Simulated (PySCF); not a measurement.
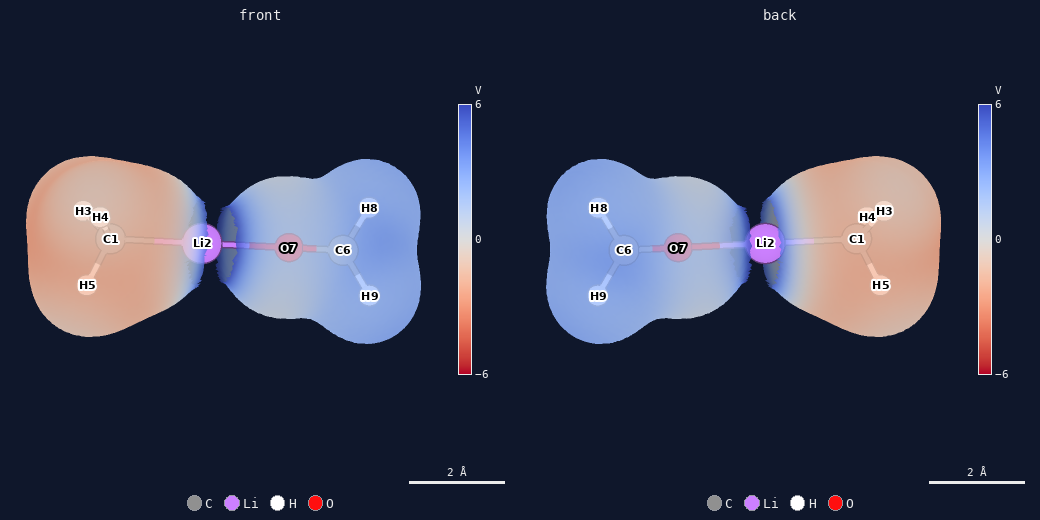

*C₂H₅LiO. The molecular electrostatic potential painted on the density surface at 0.004 e/bohr³, seen from the front and from behind; red is negative and blue positive.*

Geometry: PBE0-D3(BJ)/def2-SVPD.

All numbers below come from wB97M-D3(BJ)/def2-TZVPD, SCF density, gas phase (PySCF).

```xyz
9

C    -0.3269    0.1326   -0.0756
Li    1.1763   -0.6502    0.9670
H     0.0040    0.7226   -0.9540
H    -0.9679    0.8241    0.5073
H    -1.0258   -0.6223   -0.4894
C     3.6476   -1.8941    2.4255
O     2.6920   -1.4126    1.8744
H     4.5547   -1.2898    2.6393
H     3.6555   -2.9590    2.7413
```

**Which sites attract a positive test charge, and which a negative one?**

A positive charge is drawn to the negative regions and a negative charge to the positive ones. The most negative region (about −2.5 V, or −58 kcal/mol for a unit charge) lies over C1, the most positive (about +5.6 V, or +129 kcal/mol for a unit charge) over Li2.

**What dipole moment does the calculation give?**

Its dipole moment is 9.73 D.
